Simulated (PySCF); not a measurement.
## Electronic structure of LaP in real space

```xyz
2

La    0.0000    0.0000   -0.4328
P     0.0000    0.0000    1.9412
```

Theory: PySCF, PBE0/x2c-SVPall, spin-free X2C-1e, Gaussian nucleus, at a bond length of 2.374 Å.

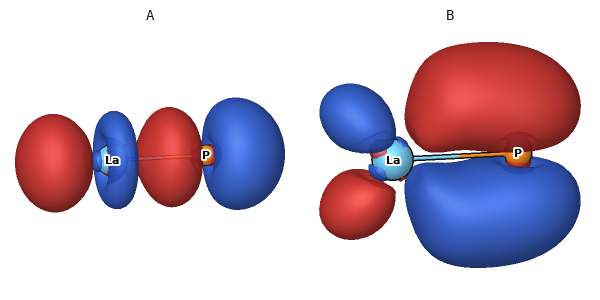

Figure 1. Two frontier orbitals, each drawn at the value that holds 80 % of its norm (blue and red are the two phases), in no order; of a degenerate pair one member is drawn.

### Name the orbitals and rank them from lowest to highest energy.

Orbital B: π, occupied, −4.57 eV; bonding, with no node between the atoms.
Orbital A: σ, occupied, −4.26 eV; shared between the atoms (La 40 %, P 60 %).

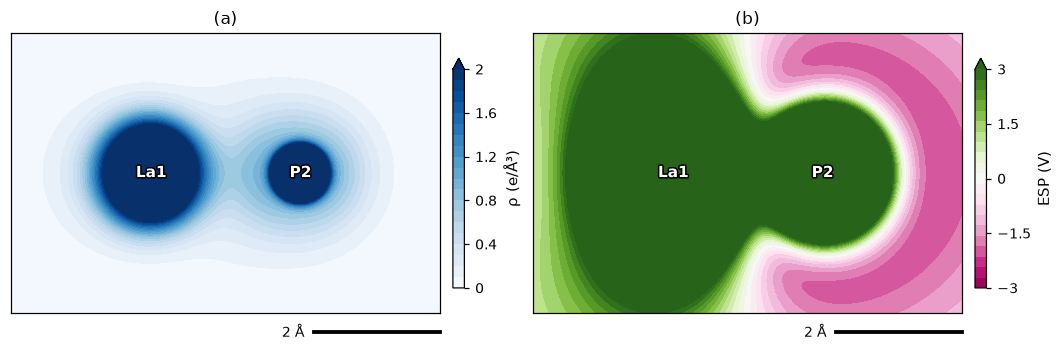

Figure 2. (a) electron density; (b) molecular electrostatic potential on a plane that holds the molecular axis.

### What does the map show?

- Atoms in the plane: La and P.
- La–P (2.37 Å): the density is about 0.78 e/Å³ at the midpoint.
- Outside the dense part of the molecule the potential is most negative (−2.1 V) near P2.

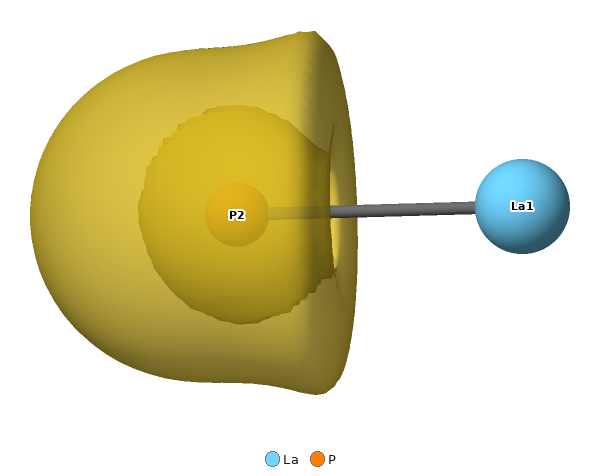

Figure 3. Isosurface of the electron localisation function at 0.75 (yellow), seen from one side. Only the valence region is drawn (cores and ρ < 0.01 e/Å³ removed).

### Describe the localisation domains.

The ELF exceeds this value in one ring or bowl of non-bonding electrons around P.


La–P (2.37 Å): the ELF peaks at about 0.70 in the valence shell of P, 0.9 Å from its nucleus, and is about 0.50 at the midpoint.
